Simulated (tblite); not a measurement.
Geometry relaxation of C5H13BO2Si (part 1 of 2)

C5H13BO2Si, computed with GFN2-xTB geometry optimisation, gas phase (tblite 0.8.0).

It belongs to a series of runs on one base structure; here: H2 added to a C-C multiple bond.

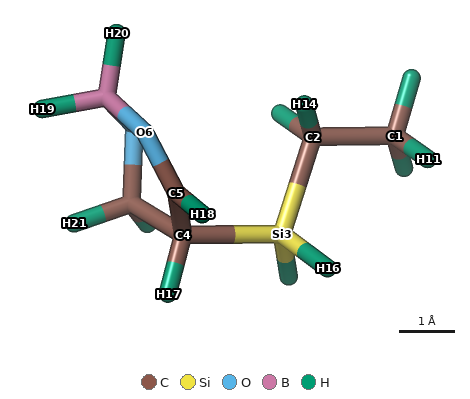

**Figure 1.** The structure as given in the input (stick view, seen at a tilt; atoms are numbered from 1 in the order of the input). Bond lengths as drawn: B–H 1.18 to 1.20 Å, B–O 1.46 to 1.49 Å, C–C 1.50 to 1.54 Å, C–H 1.08 to 1.12 Å, C–O 1.24 to 1.41 Å, C–Si 1.89 Å and H–Si 1.45 to 1.48 Å.

**Results in brief**

- outcome: converged
- total energy: −774.2816 eV
- hardware: 1 CPU thread, shared host
- wall time: 0.71 s
- peak memory: 0.18 GiB

**The input**
```
{"job": {"kind": "relax", "xc": "GFN2-xTB", "basis": "xTB"}, "charge": 0, "multiplicity": 1}
C      3.056600     0.438300    -0.788400
C      1.530800     0.297300    -0.706300
Si     1.033000    -0.287300     1.016300
C     -0.851100    -0.344900     1.154000
C     -1.416600     1.024300     0.925000
O     -2.059900     1.311300    -0.097500
B     -2.426400     0.362200    -1.146000
O     -1.509100    -0.817100    -1.130100
C     -1.455600    -1.362100     0.172800
H      3.321600     0.780400    -1.802800
H      3.404600     1.191400    -0.054600
H      3.540900    -0.536300    -0.590000
H      1.185900    -0.447500    -1.437000
H      1.056800     1.269100    -0.910600
H      1.581700    -1.610300     1.267700
H      1.545700     0.656600     2.027400
H     -1.096200    -0.664000     2.201800
H     -1.213100     1.800700     1.644100
H     -3.554700     0.005900    -0.969400
H     -2.356300     0.901000    -2.195200
H     -2.477700    -1.665200     0.522200
H     -0.851200    -2.284300     0.151900
```

The first line tells a small driver script what to run in tblite; the rest is the geometry in Å.

Run as:
```bash
OMP_NUM_THREADS=1 python <driver script> task.json out
```

**The program's output**
```
step      E/eV     max force
  0    -773.93197    1.885
  1    -774.08269    0.948
  2    -774.13327    0.445
  3    -774.15342    0.282
  4    -774.16777    0.255
  5    -774.17722    0.218
  6    -774.18444    0.183
  7    -774.18903    0.176
  8    -774.19355    0.143
  9    -774.19779    0.162
 10    -774.20198    0.166
 11    -774.20570    0.128
 12    -774.20885    0.117
 13    -774.21155    0.103
 14    -774.21409    0.142
 15    -774.21673    0.166
 16    -774.21935    0.132
 17    -774.22164    0.091
 18    -774.22355    0.102
 19    -774.22533    0.124
 20    -774.22716    0.123
 21    -774.22898    0.106
 22    -774.23058    0.076
 23    -774.23195    0.081
 24    -774.23341    0.092
 25    -774.23521    0.101
 26    -774.23734    0.107
 27    -774.23961    0.121
 28    -774.24195    0.125
 29    -774.24438    0.118
 30    -774.24677    0.108
 31    -774.24887    0.087
 32    -774.25073    0.101
 33    -774.25271    0.104
 34    -774.25525    0.143
 35    -774.25832    0.164
 36    -774.26128    0.121
 37    -774.26365    0.126
 38    -774.26563    0.122
 39    -774.26742    0.098
 40    -774.26888    0.079
 41    -774.26991    0.085
 42    -774.27066    0.072
 43    -774.27143    0.069
 44    -774.27226    0.066
 45    -774.27299    0.060
 46    -774.27360    0.067
 47    -774.27417    0.072
 48    -774.27475    0.077
 49    -774.27535    0.089
 50    -774.27599    0.063
 51    -774.27652    0.075
 52    -774.27704    0.080
 53    -774.27760    0.068
 54    -774.27805    0.067
 55    -774.27836    0.040
 56    -774.27856    0.037
 57    -774.27870    0.024
 58    -774.27882    0.026
 59    -774.27895    0.035
 60    -774.27910    0.039
 61    -774.27924    0.030
 62    -774.27935    0.023
 63    -774.27947    0.037
 64    -774.27967    0.059
 65    -774.27992    0.064
 66    -774.28016    0.041
 67    -774.28031    0.026
 68    -774.28041    0.022
 69    -774.28052    0.036
 70    -774.28066    0.037
 71    -774.28079    0.024
 72    -774.28087    0.020
 73    -774.28093    0.022
 74    -774.28098    0.027
 75    -774.28103    0.019
 76    -774.28109    0.018
 77    -774.28114    0.017
 78    -774.28120    0.022
 79    -774.28126    0.022
 80    -774.28130    0.013
 81    -774.28133    0.014
 82    -774.28137    0.017
 83    -774.28143    0.020
 84    -774.28148    0.019
 85    -774.28152    0.013
 86    -774.28155    0.012
 87    -774.28157    0.014
 88    -774.28160    0.015
 89    -774.28163    0.012
 90    -774.28164    0.008
```

**Trajectory as extended XYZ (Å, eV, eV/Å), 22 of the 91 frames kept, from step=0 to step=90**
```
22
Properties=species:S:1:pos:R:3:forces:R:3 step=0 energy=-773.93197
C     3.0566    0.4383   -0.7884   -0.0010   0.1500  -0.2370
C     1.5308    0.2973   -0.7063    0.1940  -0.0530   0.1740
Si    1.0330   -0.2873    1.0163    0.5960   0.3270  -0.1250
C    -0.8511   -0.3449    1.1540   -1.2650   0.4460   1.0730
C    -1.4166    1.0243    0.9250    0.3880  -1.7400  -0.6130
O    -2.0599    1.3113   -0.0975   -0.0950   0.8340   0.8620
B    -2.4264    0.3622   -1.1460    0.1370  -1.0990  -1.0360
O    -1.5091   -0.8171   -1.1301   -0.2350  -0.1300   1.0830
C    -1.4556   -1.3621    0.1728   -0.3130   0.0710  -0.6690
H     3.3216    0.7804   -1.8028    0.1140  -0.1780   0.4770
H     3.4046    1.1914   -0.0546   -0.0700  -0.5440  -0.4480
H     3.5409   -0.5363   -0.5900   -0.1790   0.6750  -0.0970
H     1.1859   -0.4475   -1.4370    0.0030   0.4290   0.0130
H     1.0568    1.2691   -0.9106    0.1190  -0.3530  -0.2090
H     1.5817   -1.6103    1.2677   -0.0160  -0.2520   0.1550
H     1.5457    0.6566    2.0274   -0.1060  -0.0450   0.0440
H    -1.0962   -0.6640    2.2018    0.2400   0.3430  -0.6620
H    -1.2131    1.8007    1.6441   -0.0020   0.2580   0.2790
H    -3.5547    0.0059   -0.9694   -0.1910   0.1860   0.2720
H    -2.3563    0.9010   -2.1952    0.2560   0.1830  -0.0850
H    -2.4777   -1.6652    0.5222    0.4560   0.2510  -0.1650
H    -0.8512   -2.2843    0.1519   -0.0300   0.2420  -0.0860
22
Properties=species:S:1:pos:R:3:forces:R:3 step=4 energy=-774.16777
C     3.0488    0.4439   -0.8013    0.0760   0.0210  -0.0500
C     1.5410    0.2964   -0.7007   -0.0800   0.0050  -0.0090
Si    1.0459   -0.2777    1.0174   -0.0870  -0.0570   0.0440
C    -0.8886   -0.3475    1.1732    0.1730   0.0120   0.1000
C    -1.4085    0.9856    0.9208   -0.2070   0.0620  -0.1330
O    -2.0638    1.3431   -0.0657    0.0410  -0.1330  -0.0320
B    -2.4331    0.3016   -1.2002   -0.0910   0.0940  -0.0130
O    -1.5143   -0.8143   -1.0989    0.0710   0.0050  -0.0760
C    -1.4656   -1.3591    0.1718   -0.0090   0.0020  -0.0250
H     3.3371    0.7750   -1.7906    0.0900   0.0510  -0.1640
H     3.4071    1.1656   -0.0764    0.0790   0.1000   0.0480
H     3.5365   -0.5012   -0.5959    0.0900  -0.1060  -0.0140
H     1.1843   -0.4181   -1.4412   -0.0440   0.0120  -0.1050
H     1.0634    1.2485   -0.9296   -0.0330   0.0700  -0.0970
H     1.5738   -1.6233    1.2814   -0.1180   0.0180   0.0930
H     1.5387    0.6577    2.0377   -0.0640   0.0060   0.0820
H    -1.0884   -0.6477    2.1998    0.0110   0.0540   0.1080
H    -1.2131    1.7809    1.6492    0.0830  -0.1280   0.2040
H    -3.5700    0.0198   -0.9469   -0.0780   0.0460   0.0750
H    -2.3261    0.9105   -2.2080    0.2040  -0.0890  -0.0540
H    -2.4661   -1.6547    0.5159   -0.1690  -0.0440   0.0450
H    -0.8495   -2.2656    0.1435    0.0630  -0.0020  -0.0270
22
Properties=species:S:1:pos:R:3:forces:R:3 step=9 energy=-774.19779
C     3.0619    0.4484   -0.8145   -0.0600  -0.0020  -0.0240
C     1.5422    0.3023   -0.7113    0.0550   0.0160  -0.0180
Si    1.0411   -0.2740    1.0168   -0.0440   0.0350  -0.0900
C    -0.8923   -0.3489    1.1832    0.0140  -0.1010  -0.0820
C    -1.4221    0.9769    0.9239    0.0220   0.0210   0.0550
O    -2.0648    1.3358   -0.0678    0.0490   0.1110   0.1070
B    -2.4403    0.3013   -1.2088    0.0680  -0.0150   0.0590
O    -1.5151   -0.8115   -1.0950   -0.0490  -0.0270   0.0100
C    -1.4722   -1.3609    0.1744    0.0110  -0.0280   0.0940
H     3.3555    0.7800   -1.8088   -0.0020  -0.0150   0.0360
H     3.4219    1.1736   -0.0852    0.0030  -0.0390  -0.0890
H     3.5499   -0.5031   -0.6071   -0.0170   0.0740  -0.0480
H     1.1770   -0.4065   -1.4599    0.0510   0.0350   0.0370
H     1.0613    1.2555   -0.9512    0.0670  -0.0260   0.0160
H     1.5414   -1.6247    1.3104   -0.0760   0.0380   0.0400
H     1.5176    0.6549    2.0564   -0.0510  -0.0130  -0.0010
H    -1.0844   -0.6297    2.2189   -0.0020  -0.0230   0.0050
H    -1.2074    1.7430    1.6848   -0.1110  -0.0150  -0.0500
H    -3.5834    0.0367   -0.9340    0.0760   0.0600  -0.0920
H    -2.2755    0.8877   -2.2237    0.0040  -0.0480   0.0230
H    -2.4799   -1.6573    0.5169    0.0450  -0.0310  -0.0100
H    -0.8428   -2.2600    0.1369   -0.0520  -0.0070   0.0210
22
Properties=species:S:1:pos:R:3:forces:R:3 step=13 energy=-774.21155
C     3.0661    0.4515   -0.8282    0.0340   0.0130  -0.0240
C     1.5512    0.3096   -0.7220   -0.0320  -0.0120   0.0380
Si    1.0314   -0.2637    1.0001   -0.0150  -0.0180   0.0670
C    -0.8965   -0.3591    1.1831   -0.0310   0.0630   0.0600
C    -1.4240    0.9688    0.9364   -0.0260   0.0140  -0.0020
O    -2.0552    1.3491   -0.0544    0.0260  -0.0420  -0.0730
B    -2.4252    0.3089   -1.1973    0.0200  -0.0260  -0.0690
O    -1.5248   -0.8188   -1.0847    0.0650  -0.0220   0.0250
C    -1.4769   -1.3699    0.1840   -0.0220  -0.0260  -0.0200
H     3.3636    0.7816   -1.8189   -0.0220   0.0140  -0.0820
H     3.4329    1.1767   -0.1069    0.0170   0.0200   0.0180
H     3.5566   -0.4963   -0.6254    0.0060  -0.0290  -0.0010
H     1.1836   -0.3982   -1.4671    0.0190  -0.0120  -0.0300
H     1.0735    1.2625   -0.9602    0.0270   0.0370  -0.0110
H     1.5012   -1.6140    1.3375   -0.0080   0.0040  -0.0240
H     1.4890    0.6483    2.0639   -0.0260   0.0280  -0.0450
H    -1.0803   -0.6261    2.2246    0.0260  -0.0890  -0.0170
H    -1.2283    1.7224    1.7073   -0.0340   0.0540   0.0810
H    -3.5738    0.0619   -0.9500   -0.0060   0.0500  -0.0040
H    -2.2432    0.8603   -2.2258    0.0240   0.0900   0.0060
H    -2.4822   -1.6692    0.5194   -0.0440  -0.0430   0.0710
H    -0.8491   -2.2668    0.1400    0.0020  -0.0690   0.0350
22
Properties=species:S:1:pos:R:3:forces:R:3 step=17 energy=-774.22164
C     3.0734    0.4560   -0.8443   -0.0010  -0.0160   0.0220
C     1.5558    0.3140   -0.7245    0.0490   0.0210  -0.0490
Si    1.0182   -0.2582    0.9966    0.0170   0.0220  -0.0600
C    -0.9079   -0.3611    1.1916   -0.0350  -0.0610   0.0050
C    -1.4335    0.9688    0.9498   -0.0340  -0.0420   0.0300
O    -2.0378    1.3526   -0.0571    0.0300  -0.0370   0.0060
B    -2.4058    0.3066   -1.2043    0.0240   0.0350   0.0100
O    -1.5197   -0.8316   -1.0735   -0.0550  -0.0280  -0.0270
C    -1.4848   -1.3830    0.1951   -0.0040   0.0290   0.0320
H     3.3616    0.7844   -1.8424   -0.0560  -0.0220   0.0510
H     3.4457    1.1811   -0.1239    0.0120   0.0000  -0.0290
H     3.5623   -0.4937   -0.6420    0.0120   0.0020  -0.0210
H     1.1948   -0.3918   -1.4764   -0.0240   0.0120   0.0210
H     1.0916    1.2735   -0.9680   -0.0270  -0.0180   0.0200
H     1.4689   -1.6071    1.3522    0.0460  -0.0470  -0.0340
H     1.4609    0.6546    2.0599    0.0220   0.0820   0.0050
H    -1.0720   -0.6482    2.2290   -0.0230  -0.0200   0.0530
H    -1.2596    1.7172    1.7380   -0.0500  -0.0430  -0.0520
H    -3.5641    0.0954   -0.9659    0.0280  -0.0130   0.0010
H    -2.2105    0.8637   -2.2266    0.0650   0.0410  -0.0230
H    -2.4905   -1.6882    0.5375    0.0360   0.0420  -0.0220
H    -0.8575   -2.2855    0.1544   -0.0320   0.0610   0.0590
22
Properties=species:S:1:pos:R:3:forces:R:3 step=21 energy=-774.22898
C     3.0785    0.4557   -0.8508   -0.0270   0.0000  -0.0130
C     1.5627    0.3190   -0.7302   -0.0760  -0.0280   0.0690
Si    1.0134   -0.2519    0.9890   -0.0070  -0.0170   0.0790
C    -0.9189   -0.3706    1.2041    0.0690   0.0180   0.0210
C    -1.4467    0.9564    0.9636    0.0300  -0.0190  -0.0200
O    -2.0203    1.3447   -0.0606   -0.0290  -0.0130   0.0190
B    -2.3859    0.3143   -1.2088    0.0170   0.0040   0.0060
O    -1.5258   -0.8473   -1.0704    0.0200   0.0130   0.0210
C    -1.4926   -1.3860    0.2047   -0.0160  -0.0110  -0.0240
H     3.3479    0.7825   -1.8516    0.0330   0.0070  -0.0350
H     3.4579    1.1852   -0.1394    0.0090  -0.0120   0.0050
H     3.5695   -0.4940   -0.6566    0.0050   0.0010   0.0070
H     1.1969   -0.3861   -1.4795   -0.0180   0.0070  -0.0100
H     1.0977    1.2789   -0.9688   -0.0110  -0.0020  -0.0060
H     1.4600   -1.6081    1.3489    0.0290   0.0710  -0.0540
H     1.4467    0.6769    2.0514    0.0000  -0.0110  -0.0700
H    -1.0720   -0.6704    2.2413   -0.0200   0.0220  -0.0120
H    -1.2938    1.7070    1.7500   -0.0280  -0.0210   0.0320
H    -3.5494    0.1157   -0.9782    0.0250   0.0120  -0.0360
H    -2.1733    0.8772   -2.2290    0.0530  -0.0410   0.0390
H    -2.4945   -1.6917    0.5471   -0.0820   0.0380  -0.0070
H    -0.8684   -2.2879    0.1792    0.0250  -0.0180  -0.0090
22
Properties=species:S:1:pos:R:3:forces:R:3 step=26 energy=-774.23734
C     3.0755    0.4553   -0.8650   -0.0010  -0.0040   0.0010
C     1.5566    0.3209   -0.7269    0.0530   0.0320  -0.0840
Si    1.0037   -0.2447    0.9922    0.0080   0.0100  -0.1060
C    -0.9223   -0.3833    1.2195   -0.0070  -0.0110  -0.0190
C    -1.4536    0.9406    0.9796   -0.0730   0.0270   0.0480
O    -2.0099    1.3297   -0.0544   -0.0050   0.0690   0.0360
B    -2.3508    0.3210   -1.2079    0.0060  -0.0370  -0.0130
O    -1.5219   -0.8623   -1.0575    0.0520  -0.0050  -0.0180
C    -1.5064   -1.3954    0.2178    0.0300   0.0140   0.0340
H     3.3393    0.7800   -1.8705   -0.0310  -0.0130   0.0260
H     3.4728    1.1834   -0.1609   -0.0540  -0.0010   0.0060
H     3.5753   -0.4915   -0.6748   -0.0580  -0.0160   0.0000
H     1.1888   -0.3764   -1.4828   -0.0290  -0.0180   0.0290
H     1.0986    1.2835   -0.9691   -0.0210   0.0050   0.0220
H     1.4651   -1.5928    1.3301    0.0700  -0.0500   0.0250
H     1.4315    0.7080    2.0244    0.0350   0.0360   0.0580
H    -1.0795   -0.6862    2.2542    0.0010   0.0140   0.0280
H    -1.3490    1.6814    1.7829    0.0170  -0.0070   0.0090
H    -3.5243    0.1484   -1.0121   -0.0050  -0.0080  -0.0510
H    -2.0971    0.8759   -2.2211    0.0430  -0.0040  -0.0040
H    -2.5214   -1.6776    0.5537    0.0650   0.0010  -0.0140
H    -0.8814   -2.2986    0.2037   -0.0960  -0.0330  -0.0120
22
Properties=species:S:1:pos:R:3:forces:R:3 step=30 energy=-774.24677
C     3.0685    0.4534   -0.8801   -0.0360  -0.0050  -0.0020
C     1.5523    0.3279   -0.7374   -0.0960  -0.0160   0.0460
Si    1.0009   -0.2359    0.9818    0.0400  -0.0130   0.0900
C    -0.9269   -0.3932    1.2347    0.0500   0.0290   0.0520
C    -1.4742    0.9294    1.0059   -0.0090  -0.0440  -0.0060
O    -2.0073    1.3259   -0.0375   -0.0060  -0.0120   0.0170
B    -2.3086    0.3185   -1.2110    0.0040   0.0500  -0.0540
O    -1.4984   -0.8740   -1.0433   -0.0160   0.0470   0.0090
C    -1.5141   -1.4025    0.2345    0.0030   0.0250  -0.0420
H     3.3241    0.7745   -1.8868    0.0210   0.0090  -0.0210
H     3.4702    1.1798   -0.1778   -0.0350   0.0150   0.0090
H     3.5619   -0.4960   -0.6905   -0.0350  -0.0330  -0.0010
H     1.1681   -0.3731   -1.4800    0.0020   0.0100  -0.0560
H     1.0899    1.2910   -0.9636    0.0050   0.0300  -0.0620
H     1.5011   -1.5810    1.3078   -0.0180   0.0750   0.0310
H     1.4285    0.7463    1.9999   -0.0200  -0.0960  -0.0230
H    -1.0873   -0.6959    2.2697    0.0640  -0.0140   0.0180
H    -1.4028    1.6547    1.8262    0.0170   0.0070  -0.0050
H    -3.4958    0.1772   -1.0683    0.0590  -0.0610  -0.0360
H    -2.0009    0.8721   -2.2095    0.0250   0.0310  -0.0190
H    -2.5393   -1.6550    0.5556   -0.0010  -0.0200   0.0080
H    -0.9202   -2.3249    0.2250   -0.0180  -0.0140   0.0500
22
Properties=species:S:1:pos:R:3:forces:R:3 step=34 energy=-774.25525
C     3.0518    0.4503   -0.8954   -0.0290  -0.0030   0.0030
C     1.5322    0.3339   -0.7444    0.0440   0.0230  -0.0710
Si    1.0007   -0.2287    0.9820   -0.0860   0.0140  -0.1140
C    -0.9236   -0.4014    1.2558   -0.0510  -0.0480  -0.0470
C    -1.4930    0.9128    1.0325    0.0670   0.0360  -0.0020
O    -2.0057    1.3191   -0.0177   -0.0090  -0.0520  -0.0330
B    -2.2658    0.3283   -1.2233    0.0530  -0.0120   0.0610
O    -1.4781   -0.8752   -1.0287    0.0670  -0.0370   0.0080
C    -1.5209   -1.4040    0.2473   -0.0190  -0.0150   0.0610
H     3.3131    0.7702   -1.9035   -0.0400  -0.0190   0.0400
H     3.4576    1.1781   -0.1947   -0.0290  -0.0380  -0.0080
H     3.5380   -0.5049   -0.7071   -0.0420   0.0330   0.0060
H     1.1487   -0.3649   -1.4907   -0.0310   0.0300   0.0010
H     1.0834    1.3037   -0.9753   -0.0260  -0.0310  -0.0180
H     1.5271   -1.5571    1.3031    0.0030  -0.0480   0.0640
H     1.4213    0.7602    1.9819    0.0360   0.0200   0.1040
H    -1.0752   -0.7091    2.2909    0.0550  -0.0260  -0.0030
H    -1.4497    1.6284    1.8646   -0.0050  -0.0010  -0.0220
H    -3.4551    0.1893   -1.1318    0.0080  -0.0210  -0.0370
H    -1.9027    0.8775   -2.2058   -0.0010   0.0640   0.0180
H    -2.5539   -1.6385    0.5593   -0.0270   0.0540   0.0020
H    -0.9606   -2.3487    0.2563    0.0600   0.0750  -0.0140
22
Properties=species:S:1:pos:R:3:forces:R:3 step=39 energy=-774.26742
C     3.0210    0.4452   -0.9067    0.0060   0.0030  -0.0100
C     1.5049    0.3426   -0.7653   -0.0530  -0.0120   0.0260
Si    0.9930   -0.2202    0.9661    0.0560   0.0080   0.0800
C    -0.9217   -0.4109    1.2722    0.0110   0.0440   0.0270
C    -1.4990    0.9003    1.0524   -0.0260  -0.0200   0.0020
O    -2.0093    1.2997   -0.0036    0.0220  -0.0190   0.0020
B    -2.2101    0.3337   -1.2256   -0.0040  -0.0340  -0.0260
O    -1.4335   -0.8798   -1.0124   -0.0170   0.0120   0.0020
C    -1.5272   -1.4028    0.2652    0.0320   0.0060  -0.0410
H     3.2909    0.7617   -1.9106    0.0040   0.0110  -0.0410
H     3.4256    1.1669   -0.2020    0.0160   0.0030   0.0170
H     3.4921   -0.5143   -0.7142    0.0170  -0.0170   0.0080
H     1.1131   -0.3531   -1.5082   -0.0300  -0.0140  -0.0240
H     1.0604    1.3122   -0.9972   -0.0390   0.0180  -0.0010
H     1.5585   -1.5337    1.3163   -0.0760   0.0360  -0.0190
H     1.4277    0.7580    1.9873   -0.0400  -0.0520  -0.0590
H    -1.0399   -0.7275    2.3088   -0.0230   0.0130  -0.0160
H    -1.4838    1.6111    1.8878    0.0180   0.0200  -0.0180
H    -3.4030    0.1790   -1.2126    0.0420   0.0130   0.0140
H    -1.8124    0.9071   -2.1863    0.0230  -0.0060   0.0950
H    -2.5742   -1.6021    0.5581    0.0350   0.0170  -0.0440
H    -0.9837   -2.3539    0.2857    0.0260  -0.0300   0.0250
22
Properties=species:S:1:pos:R:3:forces:R:3 step=43 energy=-774.27143
C     3.0087    0.4438   -0.9200   -0.0240  -0.0030  -0.0050
C     1.4890    0.3475   -0.7744    0.0150   0.0020  -0.0030
Si    0.9896   -0.2116    0.9625   -0.0560  -0.0120  -0.0390
C    -0.9215   -0.4157    1.2866   -0.0040  -0.0140  -0.0140
C    -1.5109    0.8883    1.0701    0.0220   0.0270  -0.0040
O    -2.0023    1.2875    0.0054   -0.0340   0.0060   0.0020
B    -2.1731    0.3311   -1.2262    0.0140   0.0210   0.0270
O    -1.4140   -0.8901   -1.0027    0.0400  -0.0100  -0.0210
C    -1.5271   -1.4056    0.2746    0.0260  -0.0010   0.0080
H     3.2773    0.7585   -1.9266   -0.0060  -0.0030   0.0180
H     3.4211    1.1618   -0.2139   -0.0210  -0.0060  -0.0280
H     3.4779   -0.5181   -0.7256   -0.0220   0.0150  -0.0220
H     1.0903   -0.3460   -1.5179    0.0010   0.0090   0.0270
H     1.0450    1.3195   -1.0047    0.0000  -0.0210   0.0160
H     1.5548   -1.5180    1.3158   -0.0230  -0.0560  -0.0030
H     1.4163    0.7655    1.9761    0.0140   0.0490   0.0330
H    -1.0340   -0.7389    2.3207   -0.0230   0.0060   0.0090
H    -1.5170    1.5966    1.9075    0.0130   0.0190  -0.0080
H    -3.3649    0.1934   -1.2567   -0.0040  -0.0150   0.0220
H    -1.7373    0.9164   -2.1582    0.0430   0.0150  -0.0130
H    -2.5820   -1.5819    0.5518    0.0360  -0.0330  -0.0060
H    -0.9962   -2.3646    0.3111   -0.0050   0.0050   0.0050
```
